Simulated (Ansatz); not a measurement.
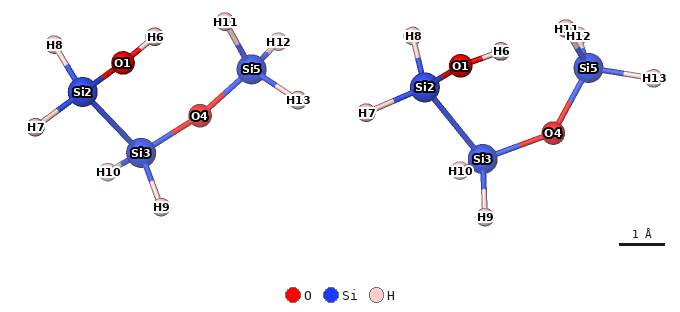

Two geometries of Si3H8O2, drawn at one scale. One is the start of a relaxation, the other its converged end. A ball-and-stick model, seen from a free direction.

These are results of RKS PBE0-D4/def2-TZVP (Ansatz 0.2.0), not measurements. Settings: force threshold 0.005 eV/Å; at most 150 steps.

Which of the two is the end point?

Answer. The left one is the relaxed one. The start comes from PBE-D4/def2-SVP. The atom that moves furthest after the best rigid fit is H12 (0.92 Å). Largest moves by element: H 0.92 Å, O 0.74 Å, Si 0.19 Å. Some distances before and after: Si3–O4 1.694 → 1.650 Å, O4–Si5 1.669 → 1.630 Å, O1–Si2 1.690 → 1.655 Å, Si5–H12 1.505 → 1.481 Å. Among the angles between lasting bonds that change: Si3–O4–Si5 138.6° → 143.9°, Si2–O1–H6 113.1° → 116.9°, O4–Si5–H12 111.7° → 109.0°. Groups turn about O4–Si5 by about 90°, Si3–O4 by about 70°. The energy falls by 11.0 kJ/mol in 45 accepted moves (50 points after the start). Largest force component: 0.81 eV/Å at the start, 0.0036 eV/Å at the end. The line search rejected the trial steps at points 6, 29, 35, 38, 39 of the run.
